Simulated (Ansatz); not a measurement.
**GaNi (Pm-3m): the cell at rest**

Task: relax GaNi (Pm-3m) tightly.

Main program and level: Ansatz 0.2.0; DFT PBEsol, scalar-relativistic, plane waves, PAW.

The database entry behind the starting cell differs from later determinations by our own check (about 0.2 % long), so it need not match the best structure at ambient conditions.

### Step 1. The structure

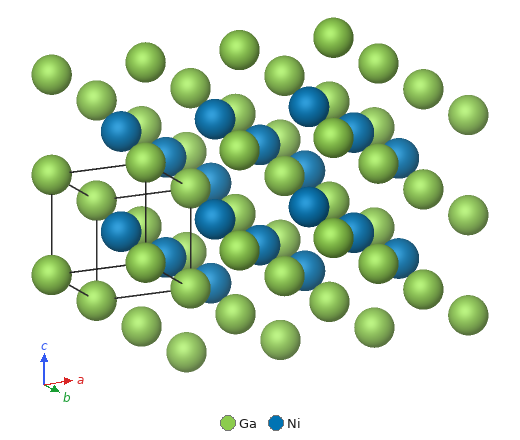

Start, viewed from a free direction; gallium green, nickel blue. 3×3×2 cells are drawn. Some periodic images of atoms are drawn too.

### Step 2. Probe on a coarse mesh

A quick single point on a coarse mesh tells whether the cell has a gap and how far it is from rest, which sets the k mesh and smearing that follow.

The input, input.yaml:

```yaml
crystal:
  lattice:
    - [2.886, 0.0, 0.0]
    - [0.0, 2.886, 0.0]
    - [0.0, 0.0, 2.886]
  atoms:
    - { symbol: Ga, position: [0.0, 0.0, 0.0] }
    - { symbol: Ni, position: [0.5, 0.5, 0.5] }
kpoints:
  mp_grid: { grid: [6, 6, 6] }
hamiltonian:
  xc: pbesol
scf:
  occupations: { method: gaussian, width: 0.1 }
output:
  forces: true
  stress: true
  eigenvalues: true
```

Launch:

```console
> ansatz run input.yaml --threads 4 --pin off --max-ram 7168MiB --backend cpu --events-out ev --progress --plain --runs-dir out
```

Numbers of over 12 decimals in the logs are rounded to 6 here.

Log:

```text
Engine: ansatz 0.2.0, aarch64-unknown-linux-gnu
Pseudopotentials: kind: paw
Pseudopotential: Ga, paw, valence charge 13, recommended cutoff 420 eV (normal), Ga.paw.azcp
Pseudopotential: Ni, paw, valence charge 18, recommended cutoff 420 eV (normal), Ni.paw.azcp
Functional definition: PBEsol
  exchange = pbesol_x
  correlation = pbesol_c
Crystal: 2 atoms, lattice volume = 24.037 Å³
[...]
--- Band table (eV; the first three rows and the last of 20) ---
  k-point 0: bands = [... 12 lower, 15.1053, 15.1053, 15.1053, 21.4438, 21.4438, 21.4438, 27.0678, 27.0678]
  k-point 1: bands = [... 12 lower, 14.8547, 14.8547, 15.1060, 18.5543, 22.2729, 22.2729, 27.2260, 27.8811]
  k-point 2: bands = [... 12 lower, 14.4380, 14.4380, 15.1076, 16.1868, 24.4054, 24.4054, 27.6768, 28.6737]
  k-point 19: bands = [... 12 lower, 15.5972, 15.5972, 17.0642, 19.9854, 19.9854, 19.9854, 20.6256, 20.6256]
[key lines of the parts left out:]
SCF converged after 6 iterations
Free energy (F): -9548.975895 eV
Fermi energy:    16.483129 eV
P = ⅓ Tr σ = -1.9481 GPa (-19.481 kbar)
```

Run time: 0.69 s. Hardware: 4 threads of Arm Neoverse N1, shared host; peak memory 0.28 GiB.

This run has no spin polarisation, although Ni can carry a moment.

Numbers from this step:

```yaml
pressure: -1.948 GPa
volume_per_atom: 12.02 Å³
gap_on_the_k_mesh: 0 eV
```

The coarse mesh shows no gap and a pressure of -1.9 GPa.

### Step 3. Bringing the structure to rest

The cell and atoms are relaxed, since residual forces and stress would shift the frequencies.

input.yaml, the sections that differ from step 2:

```yaml
kpoints:
  mp_grid: { grid: [14, 14, 14] }
output:
  forces: true
  stress: true
  eigenvalues: true
  write_density: true
  write_potential: true
  elf: true
  volumetric_format: npy
relax:
  adjacent_minimum: "off"
  f_tol: 0.005
  max_steps: 80
  cell: { stress_tol: 0.05 }
# crystal, hamiltonian, scf: as in step 2
```

Log:

```text
[...]
Crystal: 2 atoms, lattice volume = 24.037 Å³
Basis set: ecut = 420 eV, 461 PW (Γ), exchange–correlation on 40×40×40 points (8 copies of the dense FFT grid, shifted against one another)
Bands: 20, of which v1, the nominal top of the filled ones, is band 16 counted from 1 (15 counted from 0)
Symmetry: 48 space group operations
[...]
k-points: 120 of 2744
[...]
SCF iter   1: F=—  HF=-9549.007663 eV  |F-HF|=—  |Δ(HF+E_count)|=         —  Δρ=2.02e-2  dr2=5.93e-2  ethr=1.77e-3  ⟨swp⟩=5.1  Hψ=9888  notcnv=0
[...]
SCF iter   6: F=-9548.999190 eV  HF=-9548.999190 eV  |F-HF|=4.62e-8  |Δ(HF+E_count)|=   1.14e-6  Δρ=1.09e-5  dr2=1.41e-8  ethr=3.23e-10  ⟨swp⟩=10.1  Hψ=18051  notcnv=0
SCF 1 converged in 6 iterations: F = -9548.999190 eV  dr2 = 1.41e-8
  Residual-converged pass: ⟨swp⟩=1.0  Hψ=2885  notcnv=0  max |occ|·‖R‖ = 7.0e-9 eV (tolerance 1.0e-8 eV)  dr2=1.41e-8  dr2_onsite=4.46e-8  max |Δocc| = 8.8e-10
[...]
relax step   1: F+E_penalty+E_count = -9548.99918979 eV  Δ(F+E_penalty+E_count) = +0.000e0 eV  max|allowed force component| = 9.046e-29 eV/Å  Δτ_max = 0.0000 Å  P = -2.312 GPa  Ω = 24.037 Å³  (6 SCF iters, dr2 threshold 1.00e-7 eV, accepted)
Crystal: 2 atoms, lattice volume = 23.829 Å³
[...]
iter 1 solved again at ethr=2.21e-7 eV; its pass at ethr=3.10e-3 eV (dr2=6.86e-5 eV) is discarded
[...]
SCF iter   6: F=-9549.001348 eV  HF=-9549.001348 eV  |F-HF|=1.46e-11  |Δ(HF+E_count)|=   1.86e-9  Δρ=3.34e-7  dr2=2.02e-11  ethr=1.20e-11  ⟨swp⟩=5.0  Hψ=12715  notcnv=0
SCF 2 converged in 6 iterations: F = -9549.001348 eV  dr2 = 2.02e-11
relax step   2: F+E_penalty+E_count = -9549.00134805 eV  Δ(F+E_penalty+E_count) = -2.158e-3 eV  max|allowed force component| = 3.221e-30 eV/Å  Δτ_max = 0.0000 Å  P = -0.848 GPa  Ω = 23.829 Å³  energy of the carried Pulay correction = +9.693e-5 eV  (6 SCF iters, dr2 threshold 2.00e-7 eV, accepted)
Crystal: 2 atoms, lattice volume = 23.710 Å³
[...]
SCF iter   6: F=-9549.001712 eV  HF=-9549.001712 eV  |F-HF|=3.64e-12  |Δ(HF+E_count)|=  5.18e-10  Δρ=1.89e-7  dr2=7.41e-12  ethr=4.45e-12  ⟨swp⟩=4.9  Hψ=12433  notcnv=0
SCF 3 converged in 6 iterations: F = -9549.001712 eV  dr2 = 7.41e-12
relax step   3: F+E_penalty+E_count = -9549.00171206 eV  Δ(F+E_penalty+E_count) = -3.640e-4 eV  max|allowed force component| = 2.136e-30 eV/Å  Δτ_max = 0.0000 Å  P = +0.022 GPa  Ω = 23.710 Å³  energy of the carried Pulay correction = +1.527e-4 eV  (6 SCF iters, dr2 threshold 2.00e-7 eV, accepted)
[...]
SCF iter   6: F=-9549.001542 eV  HF=-9549.001542 eV  |F-HF|=1.82e-12  |Δ(HF+E_count)|=  5.46e-12  Δρ=1.06e-8  dr2=1.27e-14  ethr=1.00e-12  ⟨swp⟩=3.9  Hψ=9589  notcnv=0
SCF 4 converged in 6 iterations: F = -9549.001542 eV  dr2 = 1.27e-14
relax step   4: F+E_penalty+E_count = -9549.00154180 eV  Δ(F+E_penalty+E_count) = +1.703e-4 eV  max|allowed force component| = 2.679e-30 eV/Å  Δτ_max = 0.0000 Å  P = +0.028 GPa  Ω = 23.710 Å³  stress off target by 2.82e-2 GPa  SCF on the basis re-selected at this cell (its energy is not comparable with the rows above)  (6 SCF iters)
basis re-selected at this cell: Δ(F+E_penalty+E_count) = +1.703e-4 eV, ΔP = +0.006 GPa vs the last step (what re-selecting the basis moved, of the pressure what is left beyond the Pulay correction that the steps carried, after the strain that the cell walked since its last selection, with what the two solves' SCF thresholds leave and, on support functions, any second-order correction that the steps lacked; it is no m [...]
SCF converged after 6 iterations
Free energy (F): -9549.001542 eV
[...]
Internal energy: -9548.997135 eV  (E = F + TS)
E sigma→0 (E₀):  -9548.999338 eV
Entropy (-TS):   -0.004407 eV (-2.203 meV/atom)
Fermi energy:    16.847086 eV
[...]
--- Stress (GPa, compression-positive) ---
        0.028177       0.000000      -0.000000
        0.000000       0.028177       0.000000
       -0.000000       0.000000       0.028177
  P = ⅓ Tr σ = 0.0282 GPa (0.282 kbar)
--- Band table (eV; the first three rows and the last of 120) ---
  k-point 0: bands = [... 12 lower, 15.4012, 15.4012, 15.4012, 21.7664, 21.7664, 21.7664, 27.4357, 27.4357]
  k-point 1: bands = [... 12 lower, 15.3469, 15.3469, 15.4013, 20.9668, 21.9282, 21.9282, 27.4639, 27.9020]
  k-point 2: bands = [... 12 lower, 15.2035, 15.2035, 15.4016, 19.4021, 22.3938, 22.3938, 27.5487, 28.2372]
  k-point 119: bands = [... 12 lower, 15.9072, 15.9072, 17.4226, 20.2891, 20.2891, 20.2891, 20.9725, 20.9725]
--- Relaxed structure (3 steps of the walk, 3 accepted, 1 SCFs on fresh bases) ---
  F+E_penalty+E_count = -9549.00154180 eV   max|allowed force component| = 2.679e-30 eV/Å   (the final SCF, on the basis selected at the relaxed cell)
  cell:  # Å, volume = 23.7102 Å³
    - [2.872844, 0, 0]
    - [0, 2.872844, 0]
    - [0, 0.0, 2.872844]
  atoms:
    - { symbol: Ga, position: [0, 0, 0] }
    - { symbol: Ni, position: [0.5, 0.5, 0.5] }
```

Run time: 7.5 s. Hardware: 4 threads; peak memory 0.38 GiB; 25 s of CPU time.

Relaxation path:

| step | energy less that of the first step (eV) | largest force component (eV/Å) | pressure (GPa) | volume (Å³) |
| --- | --- | --- | --- | --- |
| 1 | 0.0000 | 0.0000 | -2.31 | 24.04 |
| 2 | -0.0022 | 0.0000 | -0.85 | 23.83 |
| 3 | -0.0025 | 0.0000 | 0.02 | 23.71 |
| 4* | -0.0024 | 0.0000 | 0.03 | 23.71 |

Relaxation steps marked * repeat the geometry before them on a plane-wave basis chosen anew for their cell, so energy and pressure can jump there.

The run keeps the 48 symmetry operations that it works with, so distortions that break them were not tested.

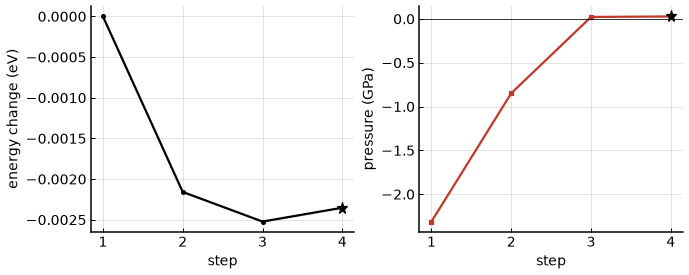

Energy and pressure along the relaxation. Stars mark steps on a basis chosen anew.

```
conventional cell, symmetrised  before  after  change
                         a (Å)   2.886  2.873  -0.5 %
                         b (Å)   2.886  2.873  -0.5 %
                         c (Å)   2.886  2.873  -0.5 %
              volume (Å³/atom)   12.02  11.86  -1.4 %
```

The relaxed structure:

```cif
data_structure
_symmetry_space_group_name_H-M 'P 1'
_symmetry_Int_Tables_number 1
_cell_length_a 2.8728
_cell_length_b 2.8728
_cell_length_c 2.8728
_cell_angle_alpha 90.000
_cell_angle_beta 90.000
_cell_angle_gamma 90.000
_cell_volume 23.71
loop_
_atom_site_label
_atom_site_type_symbol
_atom_site_fract_x
_atom_site_fract_y
_atom_site_fract_z
_atom_site_occupancy
Ga1 Ga 0.00000 0.00000 0.00000 1
Ni2 Ni 0.50000 0.50000 0.50000 1
```

Numbers from this step:

| Item | Value |
| --- | --- |
| pressure | 0.02818 GPa |
| volume per atom | 11.86 Å³ |

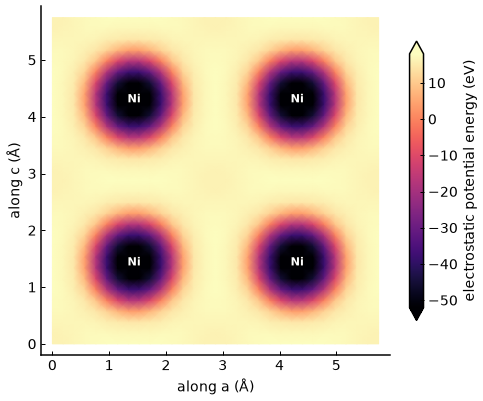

Electrostatic potential energy in the ac plane at fractional y = 0.500, with atoms of Ni within 0.2 Å of it. With pseudopotentials it is smooth inside the atoms' cores, unlike the true potential.

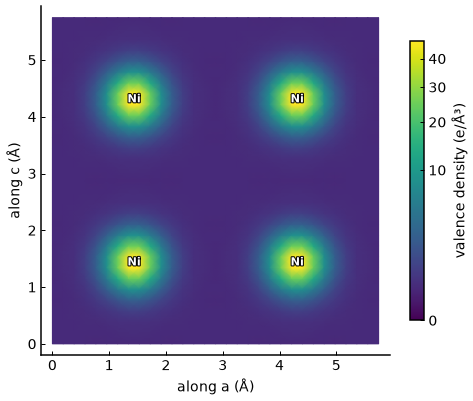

Valence density in the ac plane at fractional y = 0.500, with atoms of Ni within 0.2 Å of it. It is the smooth field of the valence electrons, not physical close to the nuclei. The colour scale is stretched toward low values.

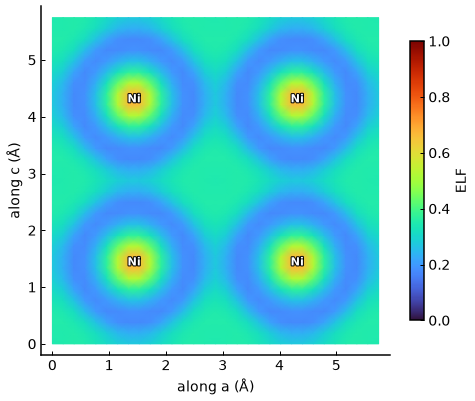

ELF in the ac plane at fractional y = 0.500, with atoms of Ni within 0.2 Å of it. It is the smooth field of the valence electrons, not physical close to the nuclei.

In this step the volume went from 12.02 to 11.86 Å³/atom.

### Step 4. Tight relaxation

Phonons need a cell at rest on their own settings, so the relaxation is repeated with tight tolerances on forces and stress, using the mesh and the filling of the phonon run that follows.

The input, input.yaml:

```yaml
crystal:
  lattice:
    - [2.8728435007, 0.0, 0.0]
    - [0.0, 2.8728435007, 0.0]
    - [0.0, 0.0, 2.8728435007]
  atoms:
    - { symbol: Ga, position: [0.0, 0.0, 0.0] }
    - { symbol: Ni, position: [0.5, 0.5, 0.5] }
kpoints:
  mp_grid: { grid: [16, 16, 16] }
hamiltonian:
  xc: pbesol
scf:
  occupations: { method: methfessel_paxton, width: 0.15 }
output:
  forces: true
  stress: true
  eigenvalues: true
relax:
  adjacent_minimum: "off"
  f_tol: 0.001
  max_steps: 60
  cell: { stress_tol: 0.01 }
```

Log:

```text
[...]
Crystal: 2 atoms, lattice volume = 23.710 Å³
Basis set: ecut = 420 eV, 461 PW (Γ), exchange–correlation on 40×40×40 points (8 copies of the dense FFT grid, shifted against one another)
Bands: 20, of which v1, the nominal top of the filled ones, is band 16 counted from 1 (15 counted from 0)
Symmetry: 48 space group operations
[...]
k-points: 165 of 4096
[...]
k-point 164: bands = [... 12 lower, 15.9018, 15.9018, 17.4215, 20.2878, 20.2878, 20.2878, 20.9699, 20.9699]
--- Relaxed structure (2 steps of the walk, 2 accepted, 1 SCFs on fresh bases) ---
[...]
cell:  # Å, volume = 23.7114 Å³
    - [2.872891, 0.0, 0]
    - [0.0, 2.872891, 0.0]
    - [0, 0.0, 2.872891]
  atoms:
    - { symbol: Ga, position: [0, 0, 0] }
    - { symbol: Ni, position: [0.5, 0.5, 0.5] }
[key lines of the parts left out:]
SCF converged after 4 iterations
Free energy (F): -9549.000994 eV
Fermi energy:    16.825830 eV
P = ⅓ Tr σ = 0.0057 GPa (0.057 kbar)
```

Run time: 6.9 s. Hardware: 4 threads; peak memory 0.39 GiB; 24 s of CPU time.

Little changed from the start: no atom moved by 0.005 Å and no cell edge by 0.1 %.

Numbers from this step:

| Property | Result |
| --- | --- |
| pressure | 0.005668 GPa |

The forces vanish by symmetry and the pressure is 0.006 GPa, within the tolerances set. The cell now holds 11.86 Å³/atom.

### Step 5. What came out

- space group after relaxation (within 0.01 Å): Pm-3m
- lattice constant a: 2.873 Å
- lattice constant b: 2.873 Å
- lattice constant c: 2.873 Å
- volume per atom: 11.9 Å³

**Reading.** The forces vanish by symmetry and the pressure is 0.006 GPa, within the tolerances set. The cell now holds 11.86 Å³/atom. The relaxation keeps the symmetry of its start, so it says nothing on stability against lower symmetry. The runs are without spin polarisation, although the cell has an odd electron count.

[Logs are printed without paths, hosts, clocks, repeated set-up lines and the standing remarks that a program may print on its own settings, such as how far it seeks lower states.]

[Hosts, paths, dates, database ids (printed as entryN), source tags and the programs' standing remarks are cut or masked in the printed files.]
